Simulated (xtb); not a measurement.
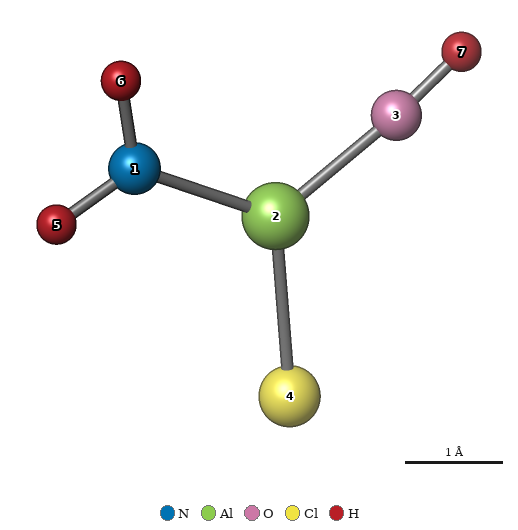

The structure (ball-and-stick view, seen at a tilt; atoms are numbered from 1 in the order of the input). Sticks mark near contacts. Bond lengths as drawn: Al–Cl 2.03 Å, Al–N 1.78 Å, Al–O 1.64 Å, H–N 1.01 Å and H–O 0.94 Å.

**AlNH3ClO: calculation of the molecule and its ions**

- system: AlNH3ClO, SMILES [NH2][Al]([OH])[Cl]
- method: GFN1-xTB (xtb 6.7.1)

The geometry was optimised with GFN2-xTB.

Input file (start.xyz):
```
7

N     -0.622069     1.166357     0.045498
Al    -0.059486    -0.491818    -0.253348
O      1.290119    -1.062750     0.485143
Cl    -1.077836    -1.711338    -1.515099
H     -1.438516     1.589075    -0.367477
H     -0.165765     1.825172     0.656490
H      2.073543    -1.314688     0.948803
```

File xtb.inp:
```
$chrg 0
$spin 0
$end
```

Command:
```bash
xtb --vipea --gfn 2 --acc 100 -I xtb.inp -- start.xyz > run.log
```

Log:
```
* xtb version 6.7.1
   ID    Z sym.   atoms
    1    7 N      1
    2   13 Al     2
    3    8 O      3
    4   17 Cl     4
    5    1 H      5-7

           -------------------------------------------------
          |                Calculation Setup                |
           -------------------------------------------------

          program call               : xtb --vipea --gfn 2 --acc 100 -I xtb.inp -- start.xyz
          coordinate file            : start.xyz
          omp threads                :                     1

           -------------------------------------------------
          |                 G F N 1 - x T B                 |
           -------------------------------------------------

      * Hamiltonian:
        H0-scaling (s, p, d)           1.850000    2.250000    2.000000
        zeta-weighting                 0.000000
      * Dispersion:
        s8                             2.400000
        a1                             0.630000
        a2                             5.000000
        s9                             0.000000
      * Repulsion:
        kExp                           1.500000
        rExp                           1.000000
      * Coulomb:
        alpha                          2.000000
        third order                    atomic
        anisotropic                    false
      * Halogen bond correction:
        rad-scale                      1.300000
        damping                        0.440000

          ...................................................
          :                      SETUP                      :
          :.................................................:
          :  # basis functions                  34          :
          :  # atomic orbitals                  32          :
          :  # shells                           16          :
          :  # electrons                        24          :
          :  # halogen bonds                     2          :
          :  max. iterations                   250          :
          :  Hamiltonian                  GFN1-xTB          :
          :  restarted?                      false          :
          :  GBSA solvation                  false          :
          :  PC potential                    false          :
          :  electronic temp.          300.0000000     K    :
          :  accuracy                  100.0000000          :
          :  -> integral cutoff          0.2000000E+02      :
          :  -> integral neglect         0.1000000E-05      :
          :  -> SCF convergence          0.1000000E-03 Eh   :
          :  -> wf. convergence          0.2000000E-02 e    :
          :  Broyden damping             0.4000000          :
          :  net charge                          0          :
          :  unpaired electrons                  0          :
          ...................................................

 iter      E             dE          RMSdq      gap      omega  full diag
   1    -15.2949668 -0.152950E+02  0.638E+00    3.95       0.0  T
   2    -15.3063702 -0.114034E-01  0.405E+00    4.62       1.0  T
   3    -15.3044561  0.191409E-02  0.651E-01    4.13       1.0  T
   4    -15.3075046 -0.304844E-02  0.882E-02    4.42       1.0  T
   5    -15.3075208 -0.162681E-04  0.210E-02    4.41       1.8  T
   6    -15.3075215 -0.655343E-06  0.241E-03    4.41      15.7  T
   7    -15.3075215 -0.101751E-07  0.521E-04    4.41      72.5  T

   *** convergence criteria satisfied after 7 iterations ***

         #    Occupation            Energy/Eh            Energy/eV
      -------------------------------------------------------------
         1        2.0000           -0.9117637             -24.8104
       ...           ...                  ...                  ...
         6        2.0000           -0.5119719             -13.9315
         7        2.0000           -0.5071313             -13.7997
         8        2.0000           -0.5070854             -13.7985
         9        2.0000           -0.4739308             -12.8963
        10        2.0000           -0.4681707             -12.7396
        11        2.0000           -0.4577863             -12.4570
        12        2.0000           -0.3973559             -10.8126 (HOMO)
        13                         -0.2351741              -6.3994 (LUMO)
        14                         -0.1052625              -2.8643
        15                         -0.1029730              -2.8020
        16                         -0.0729871              -1.9861
        17                         -0.0596028              -1.6219
       ...                                ...                  ...
        32                          1.1748590              31.9695
      -------------------------------------------------------------
                  HL-Gap            0.1621819 Eh            4.4132 eV
             Fermi-level           -0.3162650 Eh           -8.6060 eV

 SCC (total)                   0 d,  0 h,  0 min,  0.006 sec
 SCC setup                      ...        0 min,  0.000 sec (  1.407%)
 Dispersion                     ...        0 min,  0.000 sec (  0.455%)
 classical contributions        ...        0 min,  0.000 sec (  0.275%)
 integral evaluation            ...        0 min,  0.002 sec ( 27.434%)
 iterations                     ...        0 min,  0.001 sec ( 23.614%)
 molecular gradient             ...        0 min,  0.003 sec ( 44.618%)
 printout                       ...        0 min,  0.000 sec (  2.071%)

         :::::::::::::::::::::::::::::::::::::::::::::::::::::
         ::                     SUMMARY                     ::
         :::::::::::::::::::::::::::::::::::::::::::::::::::::
         :: total energy             -15.209678961049 Eh    ::
         :: gradient norm              0.023299715096 Eh/a0 ::
         :: HOMO-LUMO gap              4.413192807727 eV    ::
         ::.................................................::
         :: SCC energy               -15.307521488917 Eh    ::
         :: -> electrostatic           0.072151542958 Eh    ::
         :: repulsion energy           0.099716451370 Eh    ::
         :: dispersion energy         -0.001873923503 Eh    ::
         :: halogen bond corr.         0.000000000000 Eh    ::
         :: add. restraining           0.000000000000 Eh    ::
         :: total charge               0.000000000000 e     ::
         :::::::::::::::::::::::::::::::::::::::::::::::::::::

           -------------------------------------------------
          |        vertical delta SCC IP calculation        |
           -------------------------------------------------

 iter      E             dE          RMSdq      gap      omega  full diag
   1    -14.6929225 -0.146929E+02  0.339E+00    4.41       0.0  T
   2    -14.6104776  0.824449E-01  0.485E+00    5.48       1.0  T
   3    -14.7471576 -0.136680E+00  0.158E+00    5.56       1.0  T
   4    -14.6288148  0.118343E+00  0.409E+00    5.55       1.0  T
   5    -14.7466535 -0.117839E+00  0.159E+00    5.58       1.0  T
   6    -14.7599152 -0.132617E-01  0.930E-01    5.67       1.0  T
   7    -14.7248311  0.350841E-01  0.212E+00    5.76       1.0  T
   8    -14.7639271 -0.390961E-01  0.663E-01    5.71       1.0  T
   9    -14.7673449 -0.341778E-02  0.252E-01    5.73       1.0  T
  10    -14.7678972 -0.552322E-03  0.517E-02    5.74       1.0  T
  11    -14.7677912  0.106064E-03  0.119E-01    5.75       1.0  T
  12    -14.7679009 -0.109706E-03  0.477E-02    5.74       1.0  T
  13    -14.7679198 -0.188759E-04  0.143E-02    5.74       2.6  T
  14    -14.7679216 -0.186613E-05  0.420E-04    5.74      90.0  T
     SCC iter.                  ...        0 min,  0.002 sec
     gradient                   ...        0 min,  0.003 sec
------------------------------------------------------------------------
empirical IP shift (eV):    4.8455
delta SCC IP (eV):    9.8378
------------------------------------------------------------------------
           -------------------------------------------------
          |        vertical delta SCC EA calculation        |
           -------------------------------------------------

 iter      E             dE          RMSdq      gap      omega  full diag
   1    -15.3874550 -0.153875E+02  0.381E+00    3.27       0.0  T
   2    -15.4274143 -0.399593E-01  0.213E+00    3.04       1.0  T
   3    -15.4319763 -0.456197E-02  0.106E+00    2.75       1.0  T
   4    -15.4321753 -0.199041E-03  0.281E-01    2.73       1.0  T
   5    -15.4321968 -0.214663E-04  0.590E-02    2.75       1.0  T
   6    -15.4322015 -0.470122E-05  0.218E-02    2.76       1.7  T
   7    -15.4322017 -0.205608E-06  0.469E-03    2.76       8.1  T
   8    -15.4322018 -0.610230E-07  0.113E-03    2.76      33.4  T
     SCC iter.                  ...        0 min,  0.001 sec
     gradient                   ...        0 min,  0.003 sec
------------------------------------------------------------------------
empirical EA shift (eV):    4.8455
delta SCC EA (eV):   -1.4528
------------------------------------------------------------------------
           -------------------------------------------------
          |                Property Printout                |
           -------------------------------------------------

    * Orbital Energies and Occupations

         #    Occupation            Energy/Eh            Energy/eV
      -------------------------------------------------------------
         1        2.0000           -0.6932190             -18.8634
         2        2.0000           -0.5340074             -14.5311
         3        2.0000           -0.5122240             -13.9383
         4        2.0000           -0.3819605             -10.3937
         5        2.0000           -0.3262327              -8.8772
         6        2.0000           -0.3081144              -8.3842
         7        2.0000           -0.2991172              -8.1394
         8        2.0000           -0.2953071              -8.0357
         9        2.0000           -0.2828838              -7.6977
        10        2.0000           -0.2775848              -7.5535
        11        2.0000           -0.2482953              -6.7565
        12        2.0000           -0.1742615              -4.7419
        13        1.0000           -0.0162176              -0.4413 (HOMO)
        14                          0.0851386               2.3167 (LUMO)
        15                          0.0907361               2.4691
        16                          0.1258505               3.4246
        17                          0.1617446               4.4013
        18                          0.1786196               4.8605
        19                          0.1795816               4.8867
        20                          0.1806108               4.9147
        21                          0.1952530               5.3131
        22                          0.2315419               6.3006
        23                          0.2545946               6.9279
        24                          0.2878713               7.8334
       ...                                ...                  ...
        32                          1.4019130              38.1480
      -------------------------------------------------------------
                  HL-Gap            0.1013562 Eh            2.7580 eV
             Fermi-level           -0.0303895 Eh           -0.8269 eV

  Mulliken/CM5 charges         n(s)   n(p)   n(d)
     1N    -0.63500 -1.05932   1.432  4.203  0.000
     2Al    0.19041  0.18808   1.253  0.971  0.586
     3O    -0.64344 -0.83167   1.630  5.013  0.000
     4Cl   -0.45839 -0.40913   1.874  5.556  0.028
     5H     0.14521  0.33773   0.855  0.000  0.000
     6H     0.14525  0.33827   0.855  0.000  0.000
     7H     0.25596  0.43604   0.744  0.000  0.000

Wiberg/Mayer (AO) data.
largest (>0.10) Wiberg bond orders for each atom

 ---------------------------------------------------------------------------
     #   Z sym  total        # sym  WBO       # sym  WBO       # sym  WBO
 ---------------------------------------------------------------------------
     1   7 N    2.923 --     2 Al   0.975     5 H    0.942     6 H    0.941
     2  13 Al   3.154 --     3 O    1.084     4 Cl   0.986     1 N    0.975
     3   8 O    2.023 --     2 Al   1.084     7 H    0.894
     4  17 Cl   1.059 --     2 Al   0.986
     5   1 H    0.989 --     1 N    0.942
     6   1 H    0.991 --     1 N    0.941
     7   1 H    0.957 --     3 O    0.894
 ---------------------------------------------------------------------------

Topologies differ in total number of bonds
Writing topology from bond orders to xtbtopo.mol

 dipole moment from electron density (au)
     X       Y       Z
   0.9448   2.0452   1.5608  total (Debye):    6.966

           -------------------------------------------------
          | TOTAL ENERGY              -15.334359231679 Eh   |
          | GRADIENT NORM               0.163784354661 Eh/α |
          | HOMO-LUMO GAP               2.758043040212 eV   |
           -------------------------------------------------

------------------------------------------------------------------------
------------------------------------------------------------------------
 total:
 *  cpu-time:     0 d,  0 h,  0 min,  0.024 sec
 * ratio c/w:     0.999 speedup
 SCF:
 *  cpu-time:     0 d,  0 h,  0 min,  0.018 sec
 * ratio c/w:     0.999 speedup
```

Key numbers:

| quantity | value |
| --- | --- |
| outcome | converged |
| electrons treated | 24 |
| total energy | −15.209679 hartree |
| dispersion energy | −0.001874 hartree |
| basis functions | 34 |
| hardware | 1 thread of Intel Xeon @ 2.70GHz, 189 GiB of memory available, shared host |
| peak memory | 0.072 GiB |

Remarks:

Settings chosen away from the usual ones: method = gfn2-xtb; task = vipea; x = {"accuracy": 100}; geo = {"prev": "A"}. These settings are looser than, or depart from, a standard set-up, so the numbers are not reference values for this system.
